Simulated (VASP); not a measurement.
# LaC2 with LDA: from relaxation to properties

What structure does LaC2 take at this level, and what are its properties? The steps: full relaxation (LDA), second relaxation, density, ELF and potential (LDA), band structure (LDA), total and projected DOS (LDA), volume scan with LDA, fit for LDA, electric field gradients (LDA) and a single point (LDA), changed input. The start is a cell from a database of measured crystal structures.

Main program and level: VASP 6.6.1; LDA; plane waves and PAW (La, C).

**1. The starting structure**

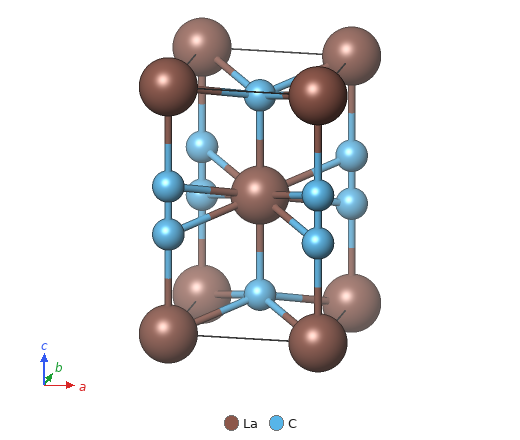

The cell as given, slightly off an axis (lanthanum brown, carbon blue). This picture shows the conventional cell, with its axes. Some periodic images of atoms are drawn too.

Coordinates:

```xyz
3
Lattice="-1.9670 1.9670 3.2860 1.9670 -1.9670 3.2860 1.9670 1.9670 -3.2860" Properties=species:S:1:pos:R:3 pbc="T T T"
La    0.0000    0.0000    0.0000
C     0.0000    0.0000    2.6485
C     0.0000    0.0000    3.9235
```

**2. Full relaxation (LDA)**

Properties are meant for the cell that this level of theory prefers, so cell and atoms are relaxed first (ISIF = 3) until forces and stress are small; EDIFFG sets the threshold. LDA, the lowest rung, knows the local density alone.

Input file INCAR:

```
SYSTEM = LaC2
PREC = Accurate
ENCUT = 520
EDIFF = 1E-06
NELM = 100
ISMEAR = 0
SIGMA = 0.05
LREAL = .FALSE.
ALGO = Normal
GGA = CA
NBANDS = 15
LASPH = .TRUE.
LORBIT = 11
LWAVE = .FALSE.
LCHARG = .FALSE.
KPAR = 2
IBRION = 2
NSW = 60
ISIF = 3
EDIFFG = -0.01
```

Input file POSCAR:

```
LaC2
1.0
   -1.9670000000      1.9670000000      3.2860000000
    1.9670000000     -1.9670000000      3.2860000000
    1.9670000000      1.9670000000     -3.2860000000
La C
1 2
Direct
    0.0000000000      0.0000000000      0.0000000000
    0.4030000000      0.4030000000      0.0000000000
    0.5970000000      0.5970000000      0.0000000000
```

Input file KPOINTS:

```
Automatic mesh
0
Gamma
8 8 8
0 0 0
```

Potentials, in the order of the species: La and C (LDA family, release 64).

Run with:

```sh
> mpirun -np 2 vasp_std
```

What it wrote:

```text
[banner, memory and clock lines left out]
running    2 mpi-ranks, on    1 nodes
 distrk:  each k-point on    1 cores,    2 groups
 distr:  one band on    1 cores,    1 groups

 POSCAR found type information on POSCAR LaC
 POSCAR found :  2 types and       3 ions
 LDA part: xc-table for (Slater(with rela. corr.)+CA(PZ))
 , standard interpolation
 POSCAR, INCAR and KPOINTS ok, starting setup
 FFT: planning ... GRIDC
 FFT: planning ... GRID_SOFT
 FFT: planning ... GRID
 WAVECAR not read
 entering main loop
       N       E                     dE             d eps       ncg     rms          rms(c)
DAV:   1     0.156432518261E+03    0.15643E+03   -0.71452E+03  1810   0.171E+03
DAV:   2    -0.474379414916E+01   -0.16118E+03   -0.15430E+03  2506   0.252E+02
DAV:   3    -0.279973791905E+02   -0.23254E+02   -0.22184E+02  2980   0.127E+02
DAV:   4    -0.290023654411E+02   -0.10050E+01   -0.10006E+01  2684   0.259E+01
DAV:   5    -0.290700443366E+02   -0.67679E-01   -0.67660E-01  2874   0.578E+00    0.862E+00
DAV:   6    -0.261937068828E+02    0.28763E+01   -0.11776E+01  2718   0.198E+01    0.387E+00
DAV:   7    -0.261230923236E+02    0.70615E-01   -0.11945E+00  2735   0.702E+00    0.205E+00
DAV:   8    -0.261020760422E+02    0.21016E-01   -0.22724E-01  3182   0.460E+00    0.468E-01
DAV:   9    -0.260965283617E+02    0.55477E-02   -0.35175E-02  3062   0.150E+00    0.145E-01
DAV:  10    -0.260964358660E+02    0.92496E-04   -0.30509E-03  2985   0.483E-01    0.391E-02
DAV:  11    -0.260964487297E+02   -0.12864E-04   -0.15208E-04  2662   0.908E-02    0.246E-02
DAV:  12    -0.260964515565E+02   -0.28268E-05   -0.49804E-05  3261   0.668E-02    0.583E-03
DAV:  13    -0.260964508429E+02    0.71362E-06   -0.80660E-06  2872   0.230E-02
   1 F= -.26096451E+02 E0= -.26095818E+02  d E =-.260965E+02
 curvature:   0.00 expect dE= 0.000E+00 dE for cont linesearch  0.000E+00
 trial: gam= 0.00000 g(F)=  0.722E-01 g(S)=  0.737E-01 ort = 0.000E+00 (trialstep = 0.100E+01)
 search vector abs. value=  0.146E+00
 bond charge predicted
       N       E                     dE             d eps       ncg     rms          rms(c)
DAV:   1    -0.264359824045E+02   -0.33953E+00   -0.22469E+01  2681   0.448E+01    0.330E+00
DAV:   2    -0.261201368227E+02    0.31585E+00   -0.87145E-01  2692   0.855E+00    0.144E+00
DAV:   3    -0.260461034412E+02    0.74033E-01   -0.33278E-01  3019   0.521E+00    0.436E-01
DAV:   4    -0.260472886629E+02   -0.11852E-02   -0.21309E-02  2991   0.953E-01    0.218E-01
DAV:   5    -0.260477760183E+02   -0.48736E-03   -0.30031E-03  3052   0.369E-01    0.110E-01
DAV:   6    -0.260479348483E+02   -0.15883E-03   -0.74970E-04  3237   0.255E-01    0.221E-02
DAV:   7    -0.260479300163E+02    0.48319E-05   -0.63541E-05  3128   0.803E-02    0.132E-02
DAV:   8    -0.260479271783E+02    0.28380E-05   -0.64706E-06  2604   0.267E-02    0.418E-03
DAV:   9    -0.260479270740E+02    0.10429E-06   -0.68260E-07  1928   0.101E-02
   2 F= -.26047927E+02 E0= -.26047616E+02  d E =0.485238E-01
[... from here on, the cycles between the ionic steps are left out ...]
   3 F= -.26122552E+02 E0= -.26121979E+02  d E =-.261013E-01
   4 F= -.26119137E+02 E0= -.26118501E+02  d E =0.341522E-02
   5 F= -.26139508E+02 E0= -.26138905E+02  d E =-.169554E-01
   6 F= -.26139505E+02 E0= -.26138901E+02  d E =-.169527E-01
   7 F= -.26139920E+02 E0= -.26139324E+02  d E =-.415182E-03
   8 F= -.26139956E+02 E0= -.26139366E+02  d E =-.450963E-03
   9 F= -.26139615E+02 E0= -.26139051E+02  d E =0.340699E-03
  10 F= -.26139994E+02 E0= -.26139410E+02  d E =-.378328E-04
 curvature:  -0.11 expect dE=-0.366E-05 dE for cont linesearch -0.126E-08
 trial: gam=-0.06784 g(F)=  0.217E-04 g(S)=  0.118E-04 ort = 0.335E-05 (trialstep = 0.465E+00)
 search vector abs. value=  0.375E-04
 bond charge predicted
       N       E                     dE             d eps       ncg     rms          rms(c)
DAV:   1    -0.261400169208E+02   -0.22919E-04   -0.11031E-03  2709   0.416E-01    0.185E-02
DAV:   2    -0.261400054891E+02    0.11432E-04   -0.35397E-05  2759   0.647E-02    0.889E-03
DAV:   3    -0.261400020309E+02    0.34582E-05   -0.17737E-05  3063   0.416E-02    0.245E-03
DAV:   4    -0.261400020010E+02    0.29929E-07   -0.54526E-07  1410   0.771E-03
  11 F= -.26140002E+02 E0= -.26139418E+02  d E =-.835719E-05
 trial-energy change:   -0.000008  1 .order   -0.000008   -0.000015   -0.000001
 step:   0.4995(harm=  0.4995)  dis= 0.00030  next Energy=   -26.140002 (dE=-0.832E-05)
 reached required accuracy - stopping structural energy minimisation
```

Wall time 71 s (2 MPI ranks of Intel Xeon Platinum 8488C (Sapphire Rapids), shared host); peak memory 0.39 GiB; 2.3 min of CPU time.

The logs omit lines about the potential files and the build; timing stands in the text.

Parts of OUTCAR (step 2):

```text
ion  position               nearest neighbor table
   1  0.000  0.000  0.000-   2 2.65   3 2.65   3 2.85   2 2.85   3 2.85   3 2.85   3 2.85   2 2.85
                             2 2.85   2 2.85
   2  0.403  0.403  0.000-   3 1.27   1 2.65   1 2.85   1 2.85   1 2.85   1 2.85
   3  0.597  0.597  0.000-   2 1.27   1 2.65   1 2.85   1 2.85   1 2.85   1 2.85

  LATTYP: Found a body centered tetragonal cell.
 ALAT       =     3.9340000000
 C/A-ratio  =     1.6705643111

 Subroutine GETGRP returns: Found 16 space group operations
 (whereof 16 operations were pure point group operations)

The static configuration has the point symmetry D_4h.

 Found     59 irreducible k-points:

   k-points           NKPTS =     59   k-points in BZ     NKDIM =     59   number of bands    NBANDS=     15

   dimension x,y,z NGX =    32 NGY =   32 NGZ =   32
   dimension x,y,z NGXF=    64 NGYF=   64 NGZF=   64

   ENCUT  =  520.0 eV  38.22 Ry    6.18 a.u.   8.01  8.01  8.01*2*pi/ulx,y,z

   NELECT =      19.0000    total number of electrons

 k-points in reciprocal lattice and weights: Automatic mesh
   0.00000000  0.00000000  0.00000000       0.002
   0.12500000 -0.00000000  0.00000000       0.016
   0.25000000 -0.00000000  0.00000000       0.016
   0.37500000  0.00000000 -0.00000000       0.016
   0.50000000 -0.00000000  0.00000000       0.008
   0.12500000  0.12500000  0.00000000       0.016
   0.25000000  0.12500000  0.00000000       0.031
   0.37500000  0.12500000 -0.00000000       0.031
   0.50000000  0.12500000  0.00000000       0.031
[...]
-0.37500000 -0.37500000  0.37500000       0.004
   0.50000000  0.50000000  0.50000000       0.002

 average (electrostatic) potential at core
       1 -95.9531       2 -51.1417       3 -51.1417

 E-fermi :   7.4884

 k-point     1 :       0.0000    0.0000    0.0000
  band No.  band energies     occupation
    ...
      7       2.8192      2.00000
      8       4.3849      2.00000
      9       4.3849      2.00000
     10       7.4218      1.94035
     11       7.4218      1.94035
     12       8.0629      0.00000
     13       9.5433      0.00000
     14      10.2264      0.00000
     15      10.3023      0.00000

 k-point     2 :       0.1250   -0.0000    0.0000
  band No.  band energies     occupation
    ...
      6       2.1036      2.00000
      7       3.4120      2.00000
      8       4.1075      2.00000
      9       4.1309      2.00000
     10       7.4809      1.16856
     11       7.6388      0.00002
     12       8.3099      0.00000
     13       9.7412      0.00000
     14      10.2361      0.00000
     15      10.2777      0.00000

 k-point     3 :       0.2500   -0.0000    0.0000
  band No.  band energies     occupation
    ...
      5      -6.0373      2.00000
      6       1.5404      2.00000
      7       3.2563      2.00000
      8       3.5417      2.00000
      9       4.4309      2.00000
     10       7.7680      0.00000
     11       8.2027      0.00000
     12       8.9556      0.00000
     13      10.0290      0.00000
     14      10.1920      0.00000
    ...

  Total       -0.0012304     -0.0012304     -0.0100091      0.0000000     -0.0000000      0.0000000
  in kB       -0.0407377     -0.0407377     -0.3314075      0.0000000     -0.0000000      0.0000000
  external PRESSURE =      -0.1376276 kB  Pullay stress =       0.0000000 kB

  energy-cutoff  :      520.00
  volume of cell :       48.39
      direct lattice vectors                 reciprocal lattice vectors
    -1.930229710  1.930229710  3.246886792     0.000000000  0.259036527  0.153993666
     1.930229710 -1.930229710  3.246886792     0.259036527  0.000000000  0.153993666
     1.930229710  1.930229710 -3.246886792     0.259036527  0.259036527  0.000000000

 POSITION                                       TOTAL-FORCE (eV/Angst)
 -----------------------------------------------------------------------------------
      1.93023      1.93023     -3.24689        -0.000000     -0.000000      0.000000
      0.00000      0.00000      2.60365         0.000000      0.000000      0.003074
      0.00000      0.00000      3.89013         0.000000      0.000000     -0.003074
 -----------------------------------------------------------------------------------
    total drift:                                0.000000      0.000000     -0.000000

  FREE ENERGIE OF THE ION-ELECTRON SYSTEM (eV)
  ---------------------------------------------------
  free  energy   TOTEN  =       -26.1400020010 eV

  energy  without entropy=      -26.1388346412  energy(sigma->0) =      -26.13941832

 reached required accuracy - stopping structural energy minimisation

 total charge
# of ion       s       p       d       f       tot
--------------------------------------------------
    1        2.030   5.679   0.686   0.180   8.575
    2        0.914   1.593   0.000   0.000   2.506
    3        0.914   1.593   0.000   0.000   2.506
--------------------------------------------------
tot          3.857   8.864   0.686   0.180  13.588

[... 3 further parts left out ...]
```

This run has no spin polarisation. Its electron count is odd, so without a moment it is a metal by construction. The run keeps the 16 symmetry operations of its start, so it cannot find a distortion of lower symmetry.

The steps of the relaxation:

```
step  energy less that of the first step (eV)  largest force (eV/Å)  pressure (GPa)  volume (Å³)
   1                                   0.0000                0.8650           -3.72        50.86
   2                                   0.0485                2.9804           -3.02        48.01
   3                                  -0.0261                0.6915           -3.79        49.81
   4                                  -0.0227                0.6265            4.48        46.98
   5                                  -0.0431                0.0777           -0.08        48.44
   6                                  -0.0431                0.0655            0.00        48.41
   7                                  -0.0435                0.0228            0.04        48.40
   8                                  -0.0435                0.0729            0.06        48.40
   9                                  -0.0432                0.1632           -0.36        48.42
  10                                  -0.0435                0.0150           -0.05        48.41
  11                                  -0.0436                0.0031           -0.01        48.39
```

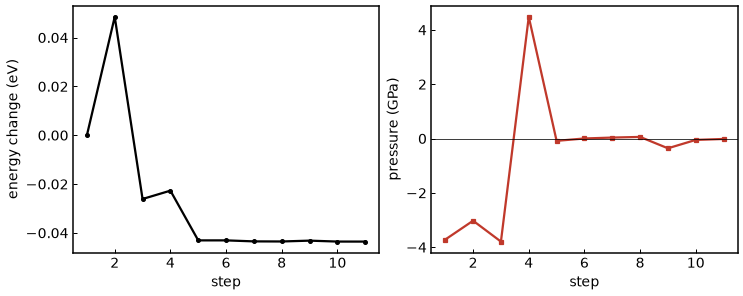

Energy and pressure along the relaxation.

```
conventional cell, symmetrised  before  after  change
                         a (Å)   3.934  3.860  -1.9 %
                         b (Å)   3.934  3.860  -1.9 %
                         c (Å)   6.572  6.494  -1.2 %
              volume (Å³/atom)   16.95  16.13  -4.8 %
```

The atoms that moved most (Å, as changes of fractional coordinates times the final cell):

```
atom     dx     dy      dz  length
  C2  0.000  0.000  -0.013   0.013
  C3  0.000  0.000   0.013   0.013
```

The relaxed structure:

```cif
data_structure
_symmetry_space_group_name_H-M 'P 1'
_symmetry_Int_Tables_number 1
_cell_length_a 4.2419
_cell_length_b 4.2419
_cell_length_c 4.2419
_cell_angle_alpha 125.865
_cell_angle_beta 125.865
_cell_angle_gamma 80.110
_cell_volume 48.39
loop_
_atom_site_label
_atom_site_type_symbol
_atom_site_fract_x
_atom_site_fract_y
_atom_site_fract_z
_atom_site_occupancy
La1 La 0.00000 0.00000 0.00000 1
C2 C 0.40095 0.40095 0.00000 1
C3 C 0.59905 0.59905 0.00000 1
```

This step gave:

```
electrons                       : 19
bands                           : 15
irreducible k points            : 59
symmetry operations             : 16
free energy (TOTEN)             : -26.14 eV
energy at zero smearing         : -26.14 eV
Fermi energy                    : 7.488 eV
pressure                        : -0.01376 GPa
metallic                        : yes
SCF cycles over all ionic steps : 74
```

It ends with a largest force of 0.003 eV/Å and a pressure of -0.01 GPa. The volume lies -4.8 % from that of the database's start, which holds the thermal and zero-point expansion of its experiment. LDA is known to overbind.

**3. Second relaxation**

A relaxation keeps the plane waves of the cell it began with, so it is repeated from the new cell, on a basis made for it.

INCAR is that of step 2.

Input file POSCAR:

```
LaC2
1.0
   -1.9302297104      1.9302297104      3.2468867917
    1.9302297104     -1.9302297104      3.2468867917
    1.9302297104      1.9302297104     -3.2468867917
La C
1 2
Direct
    0.0000000000      0.0000000000      0.0000000000
    0.4009451034      0.4009451034      0.0000000000
    0.5990548966      0.5990548966      0.0000000000
```

KPOINTS is that of step 2.

Run with:

```sh
> mpirun -np 2 vasp_std
```

What it wrote:

```text
[... set-up lines as in an earlier step ...]
 entering main loop
       N       E                     dE             d eps       ncg     rms          rms(c)
DAV:   1     0.153637835304E+03    0.15364E+03   -0.71890E+03  1802   0.172E+03
DAV:   2    -0.432717369091E+01   -0.15797E+03   -0.15102E+03  2494   0.253E+02
DAV:   3    -0.278084221393E+02   -0.23481E+02   -0.22541E+02  2978   0.123E+02
DAV:   4    -0.288907948169E+02   -0.10824E+01   -0.10680E+01  2751   0.269E+01
DAV:   5    -0.289652589146E+02   -0.74464E-01   -0.74452E-01  2794   0.598E+00    0.853E+00
DAV:   6    -0.262458601595E+02    0.27194E+01   -0.10812E+01  2771   0.197E+01    0.386E+00
DAV:   7    -0.261651462215E+02    0.80714E-01   -0.10967E+00  2680   0.681E+00    0.206E+00
DAV:   8    -0.261440885760E+02    0.21058E-01   -0.21123E-01  3220   0.461E+00    0.449E-01
DAV:   9    -0.261392357951E+02    0.48528E-02   -0.30341E-02  3068   0.144E+00    0.144E-01
DAV:  10    -0.261391229342E+02    0.11286E-03   -0.25748E-03  2982   0.467E-01    0.366E-02
DAV:  11    -0.261391343501E+02   -0.11416E-04   -0.13189E-04  2650   0.816E-02    0.226E-02
DAV:  12    -0.261391371932E+02   -0.28431E-05   -0.37707E-05  3305   0.618E-02    0.542E-03
DAV:  13    -0.261391368101E+02    0.38313E-06   -0.40582E-06  2500   0.173E-02
   1 F= -.26139137E+02 E0= -.26138553E+02  d E =-.261391E+02
 curvature:   0.00 expect dE= 0.000E+00 dE for cont linesearch  0.000E+00
 trial: gam= 0.00000 g(F)=  0.134E-06 g(S)=  0.478E-06 ort = 0.000E+00 (trialstep = 0.100E+01)
 search vector abs. value=  0.612E-06
 reached required accuracy - stopping structural energy minimisation
```

Run time: 12 s. Hardware: 2 MPI ranks; peak memory 0.36 GiB.

From OUTCAR (step 3):

```text
  LATTYP: Found a body centered tetragonal cell.
 ALAT       =     3.8604594208
 C/A-ratio  =     1.6821245545

The static configuration has the point symmetry D_4h.

 Found     59 irreducible k-points:

   ENCUT  =  520.0 eV  38.22 Ry    6.18 a.u.   7.89  7.89  7.89*2*pi/ulx,y,z

   NELECT =      19.0000    total number of electrons

 E-fermi :   7.4885

 k-point     1 :       0.0000    0.0000    0.0000
  band No.  band energies     occupation
    ...
      7       2.8195      2.00000
      8       4.3851      2.00000
      9       4.3851      2.00000
     10       7.4219      1.94037
     11       7.4219      1.94037
     12       8.0630      0.00000
     13       9.5438      0.00000
     14      10.2270      0.00000
     15      10.3029      0.00000

 k-point     2 :       0.1250    0.0000    0.0000
  band No.  band energies     occupation
    ...
      6       2.1038      2.00000
      7       3.4122      2.00000
      8       4.1077      2.00000
      9       4.1311      2.00000
     10       7.4810      1.16855
     11       7.6389      0.00002
     12       8.3100      0.00000
     13       9.7417      0.00000
     14      10.2376      0.00000
     15      10.2782      0.00000

  Total        0.0007702      0.0007702     -0.0053442      0.0000000     -0.0000000      0.0000000
  in kB        0.0255006      0.0255006     -0.1769506      0.0000000     -0.0000000      0.0000000
  external PRESSURE =      -0.0419831 kB  Pullay stress =       0.0000000 kB

 POSITION                                       TOTAL-FORCE (eV/Angst)
 -----------------------------------------------------------------------------------
      0.00000      0.00000      0.00000         0.000000      0.000000     -0.000000
      0.00000      0.00000      2.60365        -0.000000     -0.000000      0.001179
      0.00000      0.00000      3.89013         0.000000      0.000000     -0.001179
 -----------------------------------------------------------------------------------
    total drift:                                0.000000      0.000000      0.000000

  FREE ENERGIE OF THE ION-ELECTRON SYSTEM (eV)
  ---------------------------------------------------
  free  energy   TOTEN  =       -26.1391368101 eV

  energy  without entropy=      -26.1379692747  energy(sigma->0) =      -26.13855304

 total charge
# of ion       s       p       d       f       tot
--------------------------------------------------
    1        2.030   5.679   0.686   0.180   8.575
    2        0.914   1.593   0.000   0.000   2.507
    3        0.914   1.593   0.000   0.000   2.507
--------------------------------------------------
tot          3.858   8.864   0.686   0.180  13.589

[... 5 parts as in an earlier step ...]

[... 7 further parts left out ...]
```

CONTCAR:

```
LaC2
   1.00000000000000
    -1.9302297103999999    1.9302297103999999    3.2468867917000002
     1.9302297103999999   -1.9302297103999999    3.2468867917000002
     1.9302297103999999    1.9302297103999999   -3.2468867917000002
  La              C
     1     2
Direct
     0.0000000000000000    0.0000000000000000    0.0000000000000000
     0.4009451033999980    0.4009451033999980    0.0000000000000000
     0.5990548966000020    0.5990548966000020    0.0000000000000000
```

Little changed from the start: no atom moved by 0.005 Å and no cell edge by 0.1 %.

Numbers from this step:

- Fermi energy: 7.489 eV
- pressure: -0.004198 GPa
- SCF cycles over all ionic steps: 13

It ends with a largest force of 0.001 eV/Å and a pressure of 0.00 GPa. The volume moved by under 0.01 %: the run met its threshold at the first step.

(Continued in part 2 of 5.)

[Lines on the potential files, build, host, timing and source positions are cut from VASP's logs without a mark.]

[Logs are printed without paths, hosts, clocks, repeated set-up lines and the standing remarks that a program may print on its own settings, such as how far it seeks lower states.]

[Hosts, paths, dates, database ids (printed as entryN), source tags and the programs' standing remarks are cut or masked in the printed files.]

[A measured line is paired with the nearest computed mode of its activity, which favours agreement.]
